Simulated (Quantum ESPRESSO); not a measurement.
**What a tighter setting buys: conv_thr, Ba4Bi3O11 (Amm2, 18 atoms in the cell)**

Cell: a = 8.9352 Å, b = 6.2168 Å, c = 6.2168 Å, α = 89.99°, β = 90.00°, γ = 90.00°.

Computed with PBEsol, SSSP 1.1.2 efficiency (PBE) pseudopotentials (plane waves; Quantum ESPRESSO).

Base settings: ecutwfc = 55 Ry; ecutrho = 440 Ry; occupations = smearing; smearing = cold; degauss = 0.0073499 Ry; input_dft = pbesol; K_POINTS = automatic 2 3 3 0 0 0; conv_thr = 1e-10 Ry.

Misses are taken against the tightest run, 7.3e-14 Ry, which need not be fully converged itself.

The count of work is k-points × plane waves × bands × iterations; it is no time, and leaves out set-up, grids and terms that scale otherwise. Core times come from one kind of shared machine and are given to one figure; runs under 30 s give none.

The starting cell comes from a database of computed structures (which also holds hypothetical and non-ambient phases and stackings), without a prior relaxation at this level. In the base run, with a pressure of about -5 GPa the cell is away from its equilibrium volume at this level. Without a gap this mesh is coarse (it stands for a supercell whose shortest vector is 18 Å).

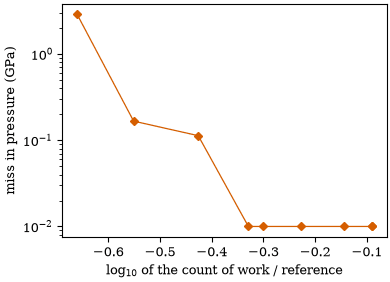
Figure: Miss against the count of work; the reference run is not drawn, and misses under 0.01 GPa are drawn there.

```csv
conv_thr,pressure less reference (GPa),largest difference in the force on any atom (eV/Å),count of work / reference,core time / reference (rough)
0.0073 Ry,2.88,0.240,0.22,0.3
0.00073 Ry,-0.17,0.361,0.28,0.5
7.3e-05 Ry,0.11,0.018,0.38,0.5
7.3e-06 Ry,0.00,0.007,0.47,0.7
7.3e-07 Ry,0.00,0.004,0.50,0.6
7.3e-08 Ry,0.00,0.000,0.59,0.8
7.3e-10 Ry,0.00,0.000,0.72,0.9
1e-10 Ry,0.00,0.000,0.81,1
7.3e-12 Ry,0.00,0.000,0.81,0.9
7.3e-14 Ry,0.00,0.000,1.0,1
```

Coarsest setting among those run that, with all tighter ones, holds the pressure within 2 GPa of the reference: 0.00073 Ry, off by 0.17 GPa; its saving against the reference is no more than about a factor of 2 in time.

The step from 0.0073 Ry to 7.3e-12 Ry: it takes the miss in the pressure from 2.9 to 0.000 GPa, for 3.7 times the count of work and roughly 2 times the time.
